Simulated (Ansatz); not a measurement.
**Molecular dynamics of Σ13 (111) twist boundary in Si (156 atoms)**

Aim: follow Σ13 (111) twist boundary in Si (156 atoms) for a short time with forces from DFT, then look at structure and electrons in the last frame.

Program: Ansatz 0.2.0. Level of theory: Kohn-Sham DFT, PBE, PAW (set soft_2), plane waves. Results are calculated unless marked as measured.

## 1. Set-up

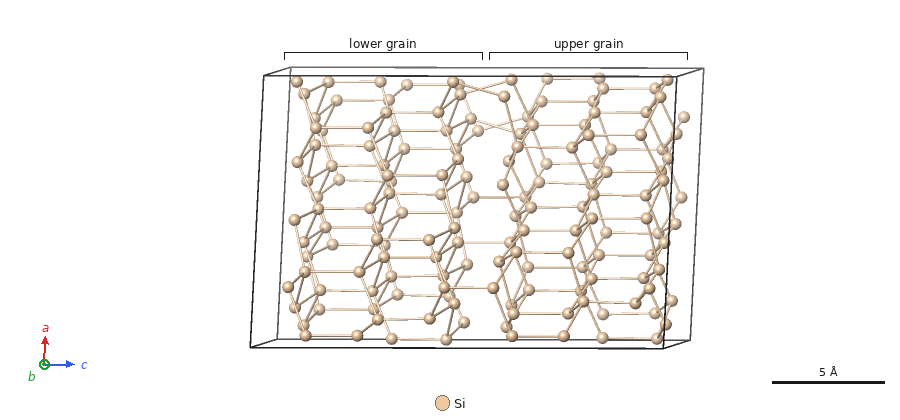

The starting structure, seen from the side, with the c axis across the page (silicon light orange).

The cell holds 156 atoms: 156 Si. Its edges and angles: a = 13.846 Å, b = 13.846 Å, c = 18.565 Å, α = 90.0°, β = 90.0°, γ = 120.0°. It derives from Si (diamond-structure). Diamond-structure Si (a = 5.431 Å); two grains turned against each other by 27.80 deg about [111]; 1 x 1 coincidence cells, 1 lattice periods a grain, two boundaries a cell, upper grain shifted by [0.67, 0.586] of the boundary cell and opened by 0 Å, one atom of each pair nearer than 1.293 Å removed; annealed from 600 K for 3 ps and minimised with a classical potential (one cell length free). Regions: lower grain, 78 atoms (78 Si); upper grain, 78 atoms (78 Si).

Limits known from the start: The host structure and its lattice constant were typed by rule, without a check against the phase diagram. Only the Γ point is sampled, in a cell whose shortest periodic width is 12 Å.

## 2. Single point at the start

A single point comes first, to see the forces before anything moves.

File input.yaml:

```yaml
crystal:
  lattice:
    - [13.84639, 0.0, 0.0]
    - [-6.92319, 11.99132, 0.0]
    - [0.0, 0.0, 18.56474]
  atoms:
    - { symbol: Si, position: [0.92241, 0.67744, 0.44147] }
    - { symbol: Si, position: [0.92318, 0.67715, 0.0634] }
    - { symbol: Si, position: [0.82374, 0.37039, 0.44999] }
    - { symbol: Si, position: [0.82452, 0.3701, 0.07192] }
    [... 146 atom lines left out ...]
    - { symbol: Si, position: [0.73378, 0.78262, 0.59297] }
    - { symbol: Si, position: [0.73134, 0.78094, 0.72514] }
    - { symbol: Si, position: [0.7826, 0.95752, 0.77492] }
    - { symbol: Si, position: [0.78422, 0.95686, 0.90115] }
    - { symbol: Si, position: [0.85884, 0.73129, 0.7721] }
    - { symbol: Si, position: [0.86073, 0.73722, 0.89804] }
kpoints:
  mp_grid: { grid: [1, 1, 1] }
hamiltonian:
  xc: pbe
scf:
  occupations: { method: gaussian, width: 0.025 }
output:
  forces: true
```

The run is started by

```sh
> ansatz run input.yaml --threads 4 --pin off --max-ram 8192MiB --backend cpu --events-out ev --progress --plain --runs-dir out
```

Wall time 14 s (4 threads of Intel Xeon 6975P-C (Granite Rapids), shared host); peak memory 4 GiB.

The program notes that positions were snapped to a detected symmetry.

The run gave:

```yaml
free_energy: -99164.5306 eV
free_energy_per_atom: -635.6701 eV/atom
scf_cycles: 7
r_m_s_force_component: 0.1611 eV/Å
longest_force: 0.6278 eV/Å
fermi_energy: 6.645 eV
```

The r.m.s. force component of 0.16 eV/Å sets the starting point.

Neighbours are counted within 2.68 Å (Si-Si).

Length of the force by element and coordination:

```tsv
element	coordination	atoms	mean length of the force (eV/Å)	spread	least	most
Si	all	156	0.233	0.154	0.0457	0.628
Si	3	12	0.628	0	0.628	0.628
Si	4	144	0.200	0.108	0.0457	0.496
```

## 3. Dynamics started at 900 K

A Nosé–Hoover thermostat steers the temperature while disturbing the dynamics little. The time step is 2.0 fs.

Edit input.yaml of step 2 so:

```diff
@@ -15 +15,8 @@
   forces: true
+md:
+  timestep: 2.0
+  n_steps: 94
+  ensemble: nvt_nose_hoover
+  temperature: 900
+  initial_velocities: maxwell_boltzmann
+  seed: 2277
```

The job ended after 16 min (4 threads; peak memory 4.3 GiB; 62 min of CPU time).

The program notes that it switched symmetry off.

Rows from the run:

```tsv
time (fs)	T (K)	potential (meV/atom)	conserved (meV/atom)
0.0	900	0.0	0.00
12.0	543	46.2	0.29
26.0	402	65.1	0.27
38.0	551	47.7	0.14
50.0	391	70.8	0.28
62.0	375	74.9	0.29
76.0	555	54.5	0.18
88.0	518	61.6	0.30
100.0	630	49.5	0.25
112.0	748	37.1	0.19
126.0	637	54.6	0.31
138.0	682	51.6	0.23
150.0	671	56.1	0.25
162.0	580	70.7	0.31
176.0	631	67.7	0.27
188.0	660	67.4	0.27
```

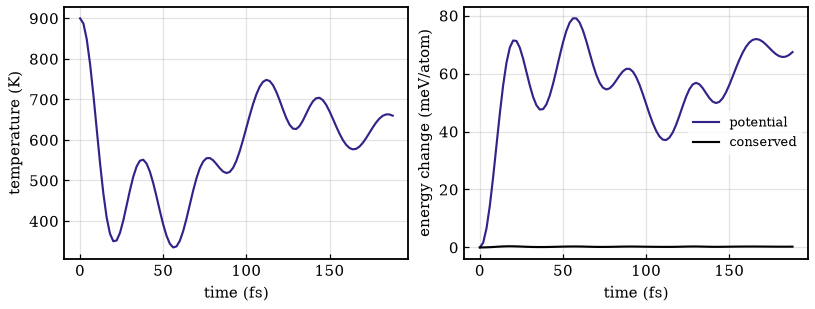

Temperature and energies against time.

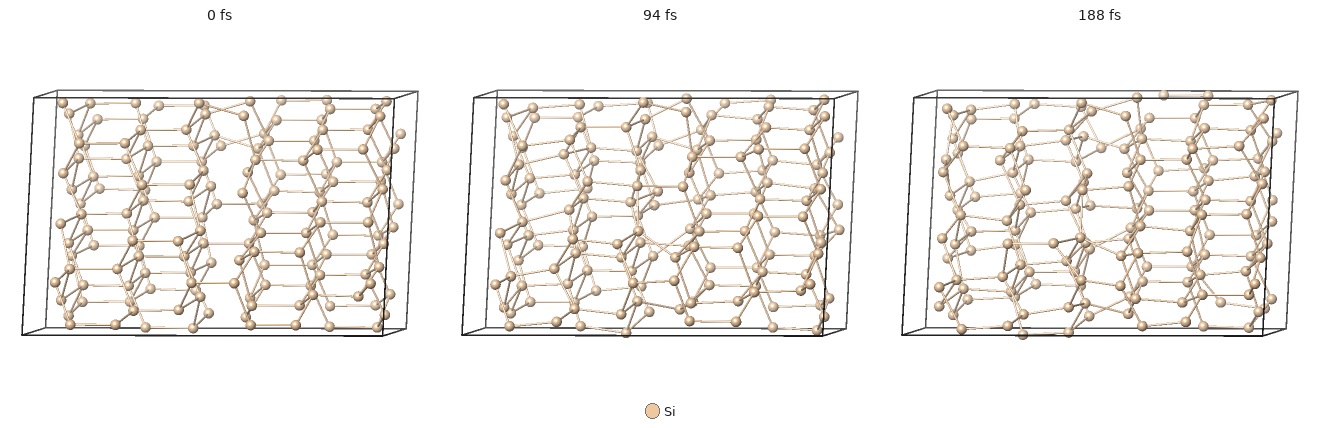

3 frames of the run.

Mean square displacement from the first frame to the last: Si 0.19 Å².

Table of mean square displacement, Si by time lag:

```tsv
time lag (fs)	mean square displacement, Si (Å²)
2.0	2.0e-4
12.0	0.00695
20.0	0.0178
32.0	0.0387
44.0	0.0600
50.0	0.0696
62.0	0.0872
74.0	0.105
82.0	0.118
94.0	0.140
```

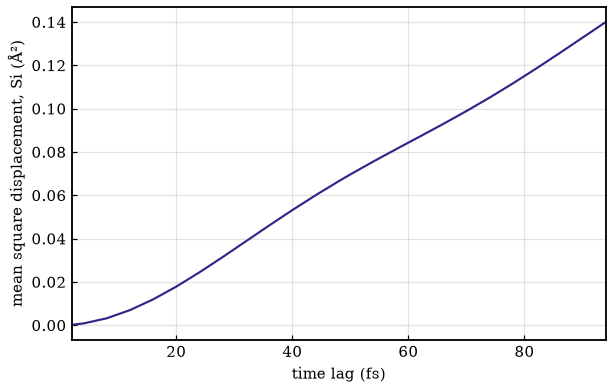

Mean square displacement, Si, plotted against time lag.

Over the second half of 188 fs the temperature averages 653 K with swings of 51 K r.m.s. The conserved energy stays within 0.40 meV/atom. The atoms reach a mean square displacement of 0.19 Å² at the end; the farthest move is 0.79 Å. The mean temperature of 653 K lies well off the 900 K of the input, so the thermostat hasn't yet brought the run to equilibrium. The count of bonds goes from 318 in the first frame to 314 in the last, by one set of cutoffs: 11 pairs passed out of them and 7 came within. The run spans 0.19 ps, too short for its means to be equilibrium values.

## 4. Local order late in the run

The g(r) is a mean over the second half; what follows it is taken at the last frame.

Bonds before and after, by the cutoffs listed below:

```tsv
pair	bonds before	bonds after	mean before (Å)	mean after (Å)	spread before (Å)	spread after (Å)
Si-Si	318	314	2.379	2.386	0.087	0.096
```

Density 2.36 g/cm³, 19.76 Å³ an atom.

Mean of 13 frames. Pair distribution function in bins of 0.2 Å:

```tsv
r (Å)	total
2.10	0.05
2.30	3.74
2.50	1.67
2.70	0.12
2.90	0.06
3.10	0.11
3.30	0.23
3.50	0.72
3.70	1.91
3.90	2.55
4.10	1.43
4.30	1.21
4.50	1.39
4.70	1.03
4.90	0.49
5.10	0.40
5.30	0.51
5.50	0.64
5.70	0.91
5.90	1.23
6.10	0.95
6.30	0.85
6.50	1.23
6.70	1.49
6.90	1.27
7.10	1.03
7.30	0.81
7.50	0.90
```

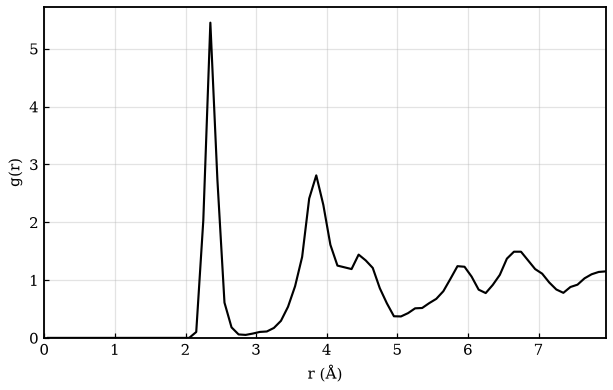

Pair distribution functions.

Bonds by pair of elements; cutoffs follow the first minimum of g(r), held within bounds set by covalent radii, and pairs that aren't listed don't count as bonded:

```tsv
pair A-B	cutoff (Å)	bonds	mean length (Å)	spread (Å)	shortest (Å)	B about A	A about B
Si-Si	2.88	314	2.39	0.096	2.17	4.03	4.03
```

How many atoms have how many bonded neighbours:

```tsv
element	mean	3	4	5
Si	4.03	2	148	6
```

Bond angles, per cent of each kind in bins of 5°:

```tsv
angle (°)	Si-Si-Si
45–50	0.1
50–55	0.1
55–60	0.2
60–65	0.0
65–70	0.1
70–75	0.2
75–80	0.5
80–85	1.3
85–90	1.8
90–95	5.0
95–100	7.3
100–105	15.3
105–110	22.2
110–115	20.5
115–120	12.4
120–125	7.1
125–130	3.4
130–135	0.9
135–140	0.9
140–145	0.0
145–150	0.0
150–155	0.0
155–160	0.1
160–165	0.2
165–170	0.2
```

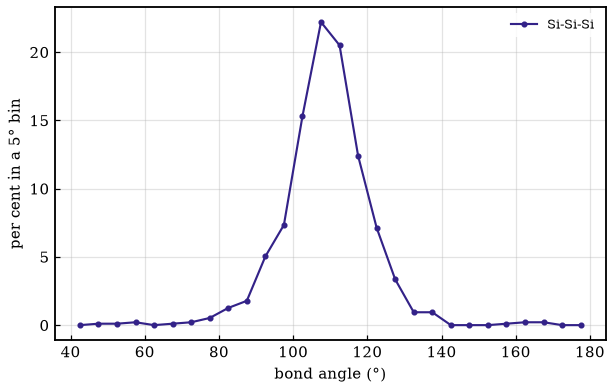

Distributions of the most common bond angles.

Bond angles (no mean is given where the spread exceeds 20°):

```tsv
angle	count	mean (°)	spread (°)
Si-Si-Si	954	109	11.4
```

Bond length by coordination (bonds to H left out):

```tsv
element	coordination	atoms	mean bond length (Å)
Si	3	2	2.38
Si	4	148	2.38
Si	5	6	2.52
```

Rings of the network by King's shortest-path rule, up to 12 atoms, one path for each pair of neighbours; H, halogens, alkali and alkaline-earth atoms are left out, and the last column divides by all other atoms, bonded or not:

```tsv
ring size (atoms)	rings	per network atom
3	2	0.013
4	2	0.013
5	9	0.058
6	280	1.79
7	5	0.032
9	1	0.006
```

Counting bonds as in the table, 95 % of Si atoms have 4 bonded neighbours. The Si-Si-Si angle averages 109° with a spread of 11°. Bonds at Si atoms with 4 neighbours average 2.38 Å, against 2.52 Å at those with 5. Rings of 6 atoms are the most common (94 % of those counted); sizes run from 3 to 9.

## 5. Single point at the last frame

The last frame is solved once more, with the analyses that the dynamics left out.

File input.yaml:

```yaml
crystal:
  lattice:
    - [13.84639, 0.0, 0.0]
    - [-6.92319, 11.99132, 0.0]
    - [0.0, 0.0, 18.56474]
  atoms:
    - { symbol: Si, position: [0.93412, 0.67445, 0.45778] }
    - { symbol: Si, position: [0.91556, 0.6517, 0.07322] }
    - { symbol: Si, position: [0.8188, 0.36059, 0.4186] }
    - { symbol: Si, position: [0.80783, 0.3393, 0.0552] }
    [... 146 atom lines left out ...]
    - { symbol: Si, position: [0.73386, 0.78842, 0.60746] }
    - { symbol: Si, position: [0.73576, 0.79117, 0.73551] }
    - { symbol: Si, position: [0.78701, 0.97584, 0.7624] }
    - { symbol: Si, position: [0.7988, 0.96394, 0.89029] }
    - { symbol: Si, position: [0.86677, 0.74036, 0.77783] }
    - { symbol: Si, position: [0.85762, 0.72956, 0.90528] }
kpoints:
  mp_grid: { grid: [1, 1, 1] }
hamiltonian:
  xc: pbe
scf:
  occupations: { method: gaussian, width: 0.025 }
output:
  forces: true
  stress: true
  populations: true
  dos:
    method: { smearing: { sigma: 0.1 } }
    de: 0.1
    projected:
      site_lists:
        Si: [Si]
        lower_grain: [0, 1, 2, 3, 4, 5, 6, 7, 8, 9, 10, 11, 12, 13, 14, 15, 16, 17, 18, 19, 20, 21, 22, 23, 24, 25, 26, 27, 28, 29, 30, 31, 32, 33, 34, 35, 36, 37, 38, 39, 40, 41, 42, 43, 44, 45, 46, 47, 48, 49, 50, 51, 52, 53, 54, 55, 56, 57, 58, 59, 60, 61, 62, 63, 64, 65, 66, 67, 68, 69, 70, 71, 72, 73, 74, 75, 76, 77]
        upper_grain: [78, 79, 80, 81, 82, 83, 84, 85, 86, 87, 88, 89, 90, 91, 92, 93, 94, 95, 96, 97, 98, 99, 100, 101, 102, 103, 104, 105, 106, 107, 108, 109, 110, 111, 112, 113, 114, 115, 116, 117, 118, 119, 120, 121, 122, 123, 124, 125, 126, 127, 128, 129, 130, 131, 132, 133, 134, 135, 136, 137, 138, 139, 140, 141, 142, 143, 144, 145, 146, 147, 148, 149, 150, 151, 152, 153, 154, 155]
  eigenvalues: true
  write_density: true
  write_potential: true
  volumetric_format: npy
```

Run time: 28 s. Hardware: 4 threads; peak memory 4 GiB.

Numbers from this run:

- free energy: -99154.0136 eV
- free energy per atom: -635.6027 eV/atom
- SCF cycles: 9
- pressure: 0.5647 GPa
- r.m.s. force component: 0.7234 eV/Å
- longest force: 2.557 eV/Å
- Fermi energy: 6.537 eV
- levels partly filled by over 2 per cent: 2
- spilling of the projection: 0.01065

Neighbours are counted within 2.88 Å (Si-Si), the cutoffs taken from the dynamics.

Length of the force by element and coordination:

```tsv
element	coordination	atoms	mean length of the force (eV/Å)	spread	least	most
Si	all	156	1.15	0.502	0.178	2.56
Si	3	2	0.657	0.197	0.460	0.854
Si	4	148	1.15	0.505	0.178	2.56
Si	5	6	1.37	0.364	0.778	1.69
```

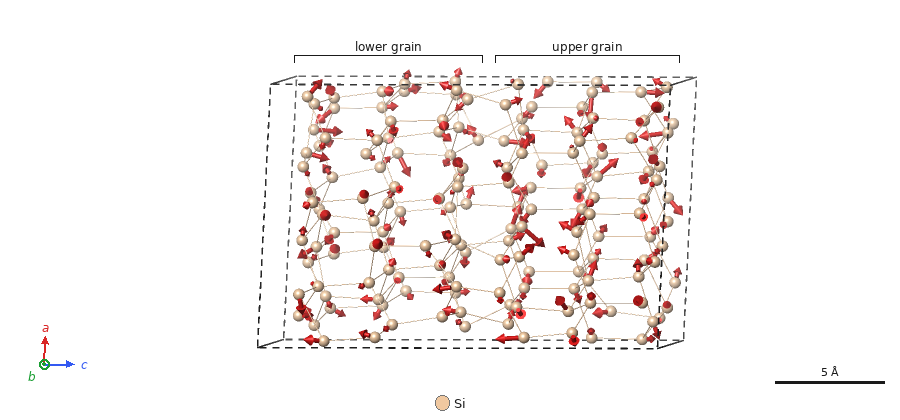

Forces as arrows; the longest in the cell is 2.56 eV/Å.

The mean of these charges, 0.043 e, is only the charge that the projection spills.

Löwdin charges by element and coordination (they lack the spilled electrons, 0.043 e an atom on average):

```tsv
element	coordination	atoms	mean charge (e)	spread	least	most
Si	all	156	0.0426	0.0212	-0.085	0.0954
Si	3	2	-0.0256	0.0091	-0.0348	-0.0165
Si	4	148	0.0438	0.0196	-0.085	0.0954
Si	5	6	0.0344	0.0223	-0.0086	0.0588
```

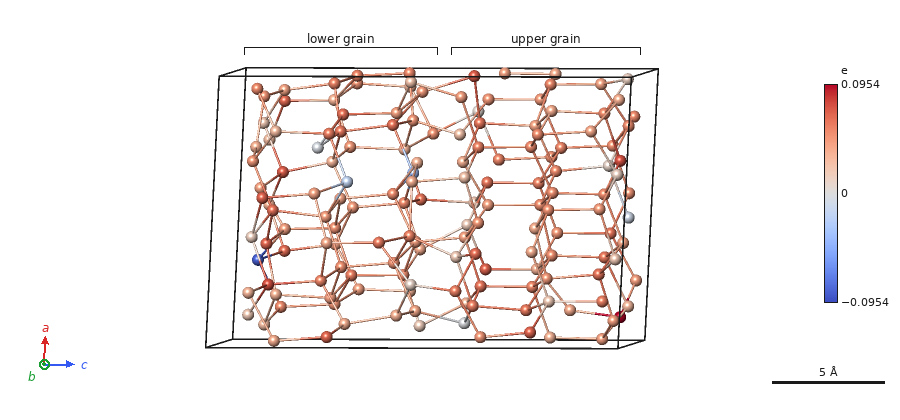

Atoms coloured by Löwdin charge.

By region:

```tsv
region	atoms	mean length of the force (eV/Å)
lower grain	78	1.08
upper grain	78	1.21
```

States in the cell by windows of 1 eV, zero at the Fermi level; the larger projections on atomic orbitals stand beside the total:

```tsv
from (eV)	to (eV)	total	Si p	lower grain	upper grain	Si s
-13	-12	2.3	0.1	0.9	1.4	2.2
-12	-11	26.1	6.5	12.0	13.9	19.4
-11	-10	28.5	8.7	14.6	13.8	19.7
-10	-9	55.1	17.5	26.7	28.1	37.3
-9	-8	41.8	15.0	21.5	20.1	26.6
-8	-7	39.9	20.1	19.5	20.1	19.5
-7	-6	48.0	26.0	24.2	23.4	21.6
-6	-5	31.9	18.0	15.8	15.8	13.5
-5	-4	58.3	46.5	27.7	30.1	11.2
-4	-3	89.5	80.9	44.6	44.1	7.7
-3	-2	87.0	80.1	42.4	43.5	5.8
-2	-1	76.6	71.5	38.4	36.8	3.8
-1	0	38.7	35.3	20.1	17.5	2.2
0	1	25.9	17.1	12.5	11.1	6.6
1	2	73.4	45.2	31.8	32.3	19.0
2	3	112.9	70.3	45.1	46.1	21.0
```

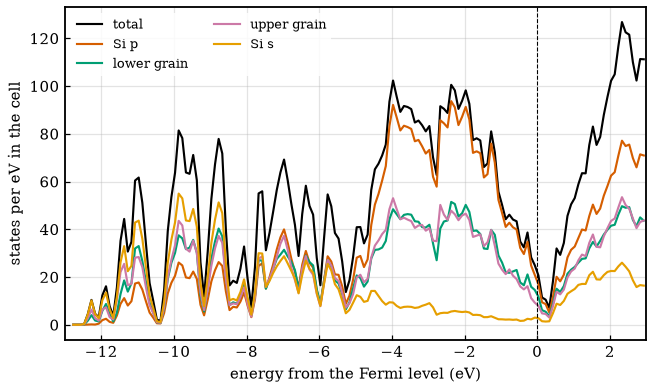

Total and projected density of states, with the broadening of the input.

The levels nearest the highest filled one (over half full), pooled over k-points and spins:

```tsv
level less the highest filled one (eV)	occupation
-0.325	2
-0.240	2
-0.225	2
-0.206	2
-0.0828	2
0	1.86
0.052	0.141
0.237	0
0.470	0
0.552	0
0.606	0
0.625	0
```

Planar average of the electrostatic potential energy along the normal, with the Fermi level as zero, after a running mean with a triangular window 4 Å wide at its base:

```tsv
height (Å)	potential energy (eV)
0.0	-4.79
0.7	-5.31
1.5	-6.09
2.2	-5.29
3.0	-4.01
3.7	-4.58
4.5	-5.98
5.2	-5.68
5.9	-4.11
6.7	-3.98
7.4	-5.43
8.2	-5.94
8.9	-4.99
9.5	-4.63
10.2	-5.59
11.0	-6.13
11.7	-4.91
12.5	-3.89
13.2	-4.94
14.0	-6.24
14.7	-5.50
15.4	-4.11
16.2	-4.61
16.9	-6.03
17.7	-5.99
18.4	-4.90
```

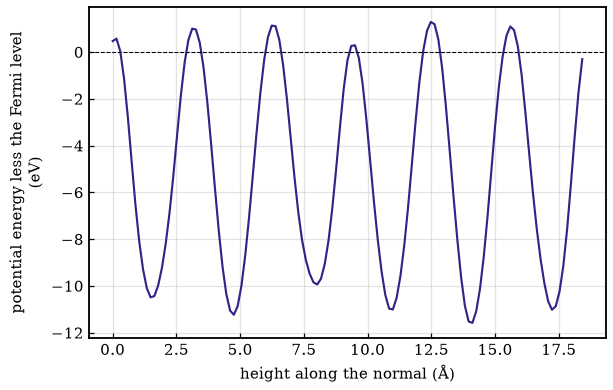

Planar average of the electrostatic potential energy; the dashed line is the Fermi level.

Löwdin charges run from -0.09 to +0.10 e, about a mean that is the spilled charge alone. Within 0.4 eV of the Fermi level the largest share is Si p (90 % of the projected weight).

## 6. Outcome

| Item | Value |
| --- | --- |
| mean temperature, second half | 652.8 K |
| temperature swing, second half | 50.57 K |
| slope of the conserved energy against time, by least squares | 0.387 meV/atom/ps |
| free energy per atom | -635.6027 eV/atom |
| density | 2.36 g/cm³ |
| pressure | 0.5647 GPa |
| r.m.s. force component | 0.7234 eV/Å |
| wall time of the 3 DFT runs | 17 min |

In words: Over the second half of 188 fs the temperature averages 653 K with swings of 51 K r.m.s. The conserved energy stays within 0.40 meV/atom. The mean temperature of 653 K lies well off the 900 K of the input, so the thermostat hasn't yet brought the run to equilibrium. The count of bonds goes from 318 in the first frame to 314 in the last, by one set of cutoffs: 11 pairs passed out of them and 7 came within. The run spans 0.19 ps, too short for its means to be equilibrium values. Counting bonds as in the table, 95 % of Si atoms have 4 bonded neighbours. Counting bands leaves a spacing of only 0.052 eV (at Γ alone), which the smearing bridges: 2 levels are partly filled by over 2 %, so a gap, if any, is small at this level.

**Limits.** The stress is far from hydrostatic: its diagonal is -0.6, -0.3, 2.6 GPa, compression counted positive. The pressure of a single frame lacks the kinetic term, about 0.46 GPa here.

[Logs are printed without paths, hosts, clocks, repeated set-up lines and the standing remarks that a program may print on its own settings, such as how far it seeks lower states.]

[Hosts, paths, dates, database ids (printed as entryN), source tags and the programs' standing remarks are cut or masked in the printed files.]
